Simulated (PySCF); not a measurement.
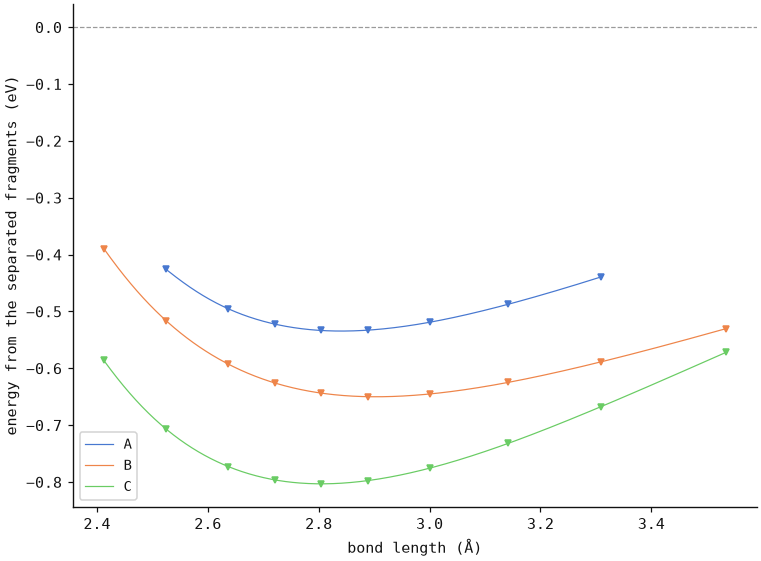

Bond curves of BeAl⁺, singlet, def2-TZVP (non-relativistic), PySCF: energy from the separated fragments (atoms in their ground configurations, no counterpoise). One reference determinant with the occupation held, the lowest that a PBE0 search over spins and occupations found; no spin-orbit coupling. Splines pass through the computed points, which are marked. References: UKS for r2SCAN0 and MN15; RHF for CCSD(T). The fragments are Be + Al⁺.

### The curves are CCSD(T), MN15 and r2SCAN0. Which is which?

A: CCSD(T) (−0.43 eV at 2.52 Å); B: MN15 (−0.52 eV at 2.52 Å); C: r2SCAN0 (−0.71 eV at 2.52 Å).

Limits of at least one run: a spin-polarised solution may lie slightly lower.
